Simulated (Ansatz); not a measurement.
# Phonons of GaGeW in the AlB2 type, part 3 of 3

Question: is the lattice of GaGeW in the AlB2 type stable, and if so, what are its coupling constant and resistivity?

Ansatz 0.2.0; DFT PBEsol, scalar-relativistic, plane waves, PAW; PAW set soft_1.

So far, highest frequency, solved or plainly interpolated (cm⁻¹): step 5 (phonons: q 2×2×2, k 4×4×6) 246. Also lowest on path (cm⁻¹): step 5 -85.3. The relaxed cell has a = 4.515, c = 2.621 Å (conventional setting).

The structure was built from a prototype and need not be the compound's stable phase.

## 6. Lattice stability: q 3×3×3, k 6×6×9 (continued)

No LO-TO term; unit eigenvectors of the mass-weighted matrix. The modes at Γ (shares of kinetic energy by element, %) (negative means imaginary):

| mode | frequency (cm⁻¹) | symmetry | W % | Ga % | Ge % |
| --- | --- | --- | --- | --- | --- |
| 1 | -71.9 | A2'' | 36 | 3 | 61 |
| 2 | 0.0 | unnamed | 56 | 21 | 22 |
| 3 | 0.0 | unnamed | 56 | 21 | 22 |
| 4 | 0.0 | unnamed | 56 | 21 | 22 |
| 5 | 32.8 | A2'' | 8 | 75 | 17 |
| 6 | 104.2 | E' | 43 | 23 | 33 |
| 7 | 104.2 | E' | 43 | 23 | 33 |
| 8 | 222.4 | E' | 0 | 55 | 45 |
| 9 | 222.4 | E' | 0 | 55 | 45 |

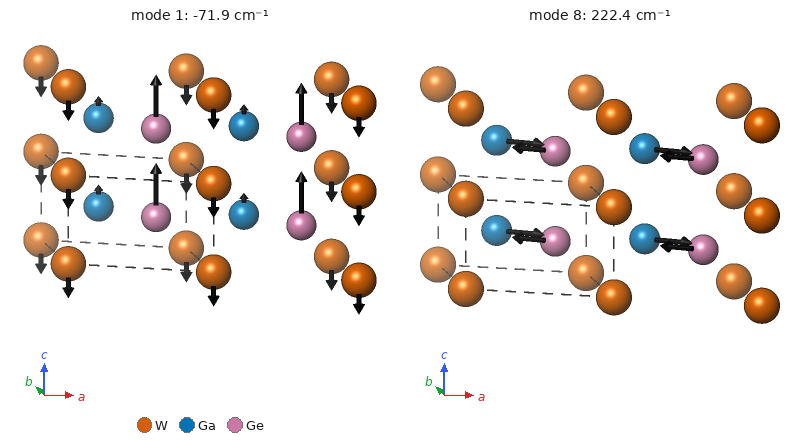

Displacement patterns of modes 1 and 8 at Γ; arrows are exaggerated. 2×1×2 cells are drawn. Some periodic images of atoms are drawn too.

Among the solved wavevectors the lowest mode, translations apart, is -72.8 cm⁻¹, imaginary.

## 7. Lattice stability: Fermi–Dirac smearing of 0.3 eV

The phonons are repeated on the same meshes with a wide Fermi–Dirac smearing, to see whether the soft mode comes from sharp features of the Fermi surface.

input.yaml

```yaml
crystal:
  lattice:
    - [4.5145785689, 0.0, 0.0]
    - [-2.2572892844, 3.909739728, 0.0]
    - [0.0, 0.0, 2.6206867934]
  atoms:
    - { symbol: W, position: [0.0, 0.0, 0.0] }
    - { symbol: Ga, position: [0.3333333333, 0.6666666667, 0.5] }
    - { symbol: Ge, position: [0.6666666667, 0.3333333333, 0.5] }
kpoints:
  mp_grid: { grid: [6, 6, 9] }
hamiltonian:
  xc: pbesol
  pseudopotentials: { kind: paw, azcp: { folder: soft_1 }, xc_functional: pbe }
scf:
  occupations: { method: fermi_dirac, width: 0.3 }
output:
  eigenvalues: true
phonons:
  method: dfpt
  qmesh: [3, 3, 3]
  temperatures: { t_max: 1000, t_step: 50 }
  qpath:
    path:
      - [[0.0, 0.0, 0.0], [0.5, 0.0, 0.0], [0.33333333, 0.33333333, 0.0], [0.0, 0.0, 0.0], [0.0, 0.0, 0.5], [0.5, 0.0, 0.5], [0.33333333, 0.33333333, 0.5], [0.0, 0.0, 0.5]]
      - [[0.5, 0.0, 0.5], [0.5, 0.0, 0.0]]
      - [[0.33333333, 0.33333333, 0.5], [0.33333333, 0.33333333, 0.0]]
    npoints: 10
```

Run with:

```
$ ansatz run input.yaml --threads 4 --pin off --max-ram 12288MiB --backend cpu --events-out ev --progress --plain --runs-dir out
```

Numbers of over 12 decimals in the logs are rounded to 6 here.

The program printed:

```text
band count auto-derived: 27 (N_el = 41.0; filled up to band 21; 25 by the electrons, moments and atoms)
[...]
Crystal: 3 atoms, lattice volume = 46.257 Å³
Basis set: ecut = 420 eV, 927 PW (Γ), exchange–correlation on 64×64×36 points (8 copies of the dense FFT grid, shifted against one another)
Bands: 27, of which v1, the nominal top of the filled ones, is band 21 counted from 1 (20 counted from 0)
Symmetry: 12 space group operations
k-points: 35 of 324 (time reversal used)
[...]
SCF iter   1: F=—  HF=-18253.922712 eV  |F-HF|=—  |Δ(HF+E_count)|=         —  Δρ=6.35e-2  dr2=2.49e0  ethr=3.10e-3  ⟨swp⟩=5.1  Hψ=3429  notcnv=0
[...]
SCF iter  10: F=-18253.318422 eV  HF=-18253.318422 eV  |F-HF|=3.64e-12  |Δ(HF+E_count)|=  2.29e-10  Δρ=1.97e-7  dr2=7.00e-12  ethr=1.00e-12  ⟨swp⟩=3.5  Hψ=4449  notcnv=0
SCF 1 converged in 10 iterations: F = -18253.318422 eV  dr2 = 7.00e-12
[...]
SCF converged after 10 iterations
Free energy (F): -18253.318422 eV
[...]
Internal energy: -18252.850480 eV  (E = F + TS)
E sigma→0 (E₀):  -18253.084451 eV
Entropy (-TS):   -0.467942 eV (-155.981 meV/atom)
Fermi energy:    16.690967 eV
[...]
--- Band table (eV; the first three rows and the last of 35) ---
  k-point 0: bands = [... 17 lower, 11.6944, 12.5005, 16.4815, 16.4815, 19.2948, 19.2948, 20.7581, 20.7581, ... 2 higher]
  k-point 1: bands = [... 17 lower, 12.0082, 13.0974, 15.8946, 15.8946, 19.6975, 19.6975, 20.5456, 20.6835, ... 2 higher]
  k-point 2: bands = [... 17 lower, 12.8089, 14.4753, 14.7344, 14.7344, 18.1650, 20.1074, 20.1074, 20.8112, ... 2 higher]
  k-point 34: bands = [... 17 lower, 13.2906, 13.6859, 16.1015, 16.1652, 17.4847, 17.7151, 17.7515, 22.8024, ... 2 higher]
[...]
ASR residual: 9.671e-4 → 0.000e0 eV/Å²; symmetrization residual: 6.385e-6 eV/Å²
  ASR residual per site (eV/Å²): 9.67e-4 1.91e-4 1.04e-4
  Γ frequencies (cm⁻¹): -68.23 0.00 0.00 0.00 30.77 103.56 103.56 220.86 220.86
--- Phonons (arbitrary-q DFPT): 6 irreducible q on the 3×3×3 mesh ---
[...]
interpolated dispersion: 93 rows × 9 modes
[...]
```

Elapsed: 2.3 min, on 4 threads of Arm Neoverse V2, shared host; peak memory 0.95 GiB; 9 min of CPU time.

Numbers from this step:

| Item | Value |
| --- | --- |
| share of imaginary modes in the plain interpolation between solved wavevectors | 0.0381 |
| highest frequency, solved or plainly interpolated | 240.8 cm⁻¹ |

Solved on the 3×3×3 mesh alone; all other wavevectors are interpolated. Phonon branches along the path, in cm⁻¹:

| point | branch 1 | branch 2 | branch 3 | branch 4 | branch 5 | branch 6 | branch 7 | branch 8 | branch 9 |
| --- | --- | --- | --- | --- | --- | --- | --- | --- | --- |
| Γ | -68 | 0 | 0 | 0 | 31 | 104 | 104 | 221 | 221 |
| M | -61 | -53 | 44 | 70 | 81 | 84 | 134 | 211 | 230 |
| K | -58 | -50 | -4 | 33 | 66 | 79 | 175 | 179 | 241 |
| Γ | -68 | 0 | 0 | 0 | 31 | 104 | 104 | 221 | 221 |
| A | 6 | 6 | 87 | 87 | 193 | 193 | 199 | 199 | 236 |
| L | 46 | 68 | 97 | 122 | 169 | 206 | 206 | 210 | 219 |
| H | 39 | 84 | 100 | 146 | 158 | 188 | 207 | 220 | 220 |
| A | 6 | 6 | 87 | 87 | 193 | 193 | 199 | 199 | 236 |
| jump to L | 46 | 68 | 97 | 122 | 169 | 206 | 206 | 210 | 219 |
| M | -61 | -53 | 44 | 70 | 81 | 84 | 134 | 211 | 230 |
| jump to H | 39 | 84 | 100 | 146 | 158 | 188 | 207 | 220 | 220 |
| K | -58 | -50 | -4 | 33 | 66 | 79 | 175 | 179 | 241 |

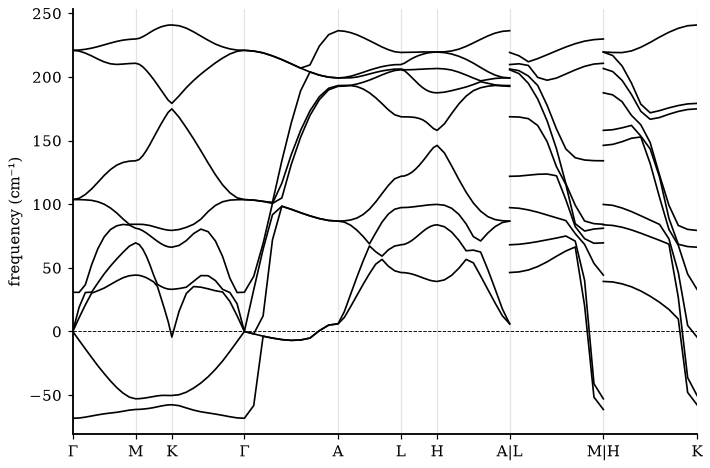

Phonon branches along the path.

Among the solved wavevectors the lowest mode, translations apart, is -68.2 cm⁻¹, imaginary.

## 8. What came out

```yaml
phonon_run_of_the_rows_without_a_label_of_their_own: PBEsol, q 3×3×3, k 6×6×9
softest_mode_on_the_q_mesh: -72.8 cm⁻¹ at q = (0.333, 0.333, 0)
highest_frequency_solved_or_plainly_interpolated: 244 cm⁻¹
```

The lattice is dynamically unstable at this level: a mode at q = (0.333, 0.333, 0) is imaginary, 72.8i cm⁻¹, so no harmonic coupling constant or resistivity is defined for this structure. These meshes are coarse, and single modes of a metal can move by tens of cm⁻¹ with the k mesh. Spin–orbit coupling, left out here, matters for W. The phonon runs are not spin-polarised. The PAW files were made for PBE; under other functionals the run regenerates their frozen core. The structure was built by hand as an ordered model, and its stability against other phases was not tested.

[Logs are printed without paths, hosts, clocks, repeated set-up lines and the standing remarks that a program may print on its own settings, such as how far it seeks lower states.]

[Hosts, paths, dates, database ids (printed as entryN), source tags and the programs' standing remarks are cut or masked in the printed files.]
